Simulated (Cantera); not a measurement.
Input: 1 mol Fe2O3, 3.9 mol HCl, 54 mol N2, held at 1.33 mbar.

These are equilibrium values from Cantera (NASA tables, ideal gas, pure condensed phases), not measurements of a reactor. Candidate condensed phases: Fe, FeCl2, FeCl3, FeO, Fe(OH)2, Fe(OH)3, Fe2O3, Fe3O4, H2O, NH4Cl; 37 gas species. Mutual solubility and eutectic melting of coexisting phases are not modelled. The tables' stoichiometric FeO is somewhat more stable than real wüstite, so its field is too wide. FeO: taken at fixed stoichiometry. Rates play no part.

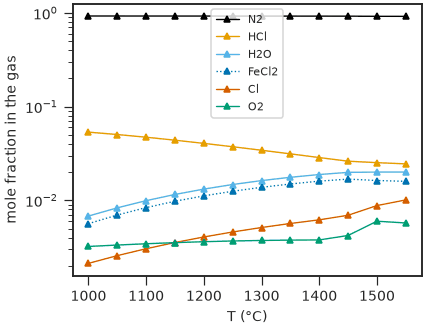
Fig. 1. Equilibrium gas composition (values under 1e-9 drawn at 1e-9)

From 1000 °C to 1400 °C the condensed part is Fe3O4(s). At 1450 °C the condensed part is FeO(l) + Fe3O4(s). From 1500 °C to 1550 °C the condensed part is FeO(l). The main Fe-bearing gas is FeCl2 throughout. The share of Fe in condensed phases is highest at 1000 °C (83.5 %) and lowest at 1450 °C (50.6 %).
